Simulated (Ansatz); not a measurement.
BF$_{2}$H (SMILES FBF)

The calculation's input:

```
crystal:
  periodic: [false, false, false]
  atoms:
    - {symbol: B, position_ang: [-0.415189, 0.236141, 0.407125]}
    - {symbol: F, position_ang: [-0.733848, 1.507552, 0.563157]}
    - {symbol: F, position_ang: [0.820354, -0.060792, 0.049859]}
    - {symbol: H, position_ang: [-1.221196, -0.620480, 0.584000]}
basis:
  gaussian: {orbitals: def2-TZVPD}
output: {forces: true, orbitals: {seedname: orbitals}}
hamiltonian: {xc: pbe0}
```

Run with:

```sh
ansatz run input.yaml --threads 1 --pin off --max-ram 2610MiB --events-out events.jsonl --progress --plain --runs-dir runs
```

Geometry: B3LYP/6-31G*.

Level of theory: isolated molecule in a Gaussian basis; Kohn-Sham density functional theory, functional PBE0 in Ansatz.

> Predict the electron density and electron localisation function between the atoms.

B–F (1.32 Å): ρ is about 2.3 e/Å³ halfway; the ELF peaks at about 0.85 between the atoms; a shared but strongly polarised pair.
B–H (1.19 Å): ρ is about 1.3 e/Å³ halfway; the ELF climbs to about 1 towards the hydrogen, as it does in any bond to H (an ordinary covalent bond to hydrogen).

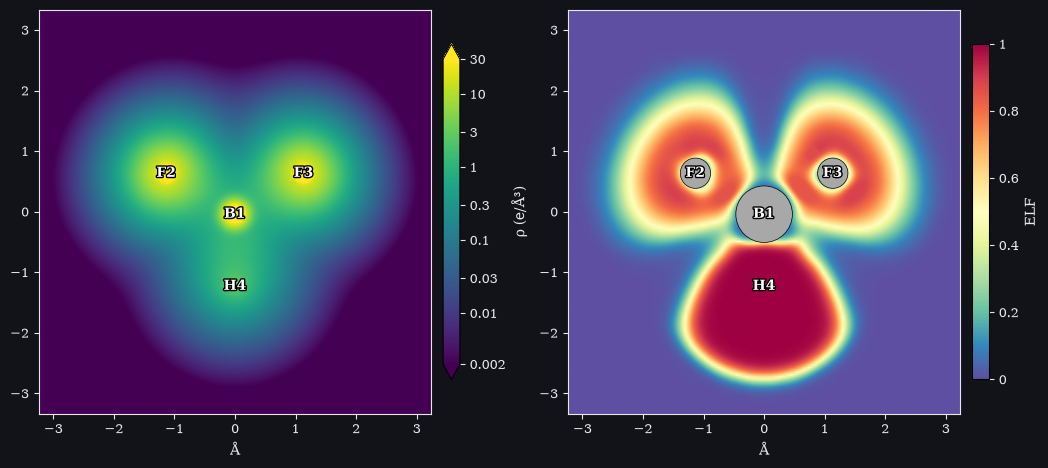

Computed electron density and electron localisation function on the molecular plane, in this order. Grey discs cover the atomic cores in the ELF map. 
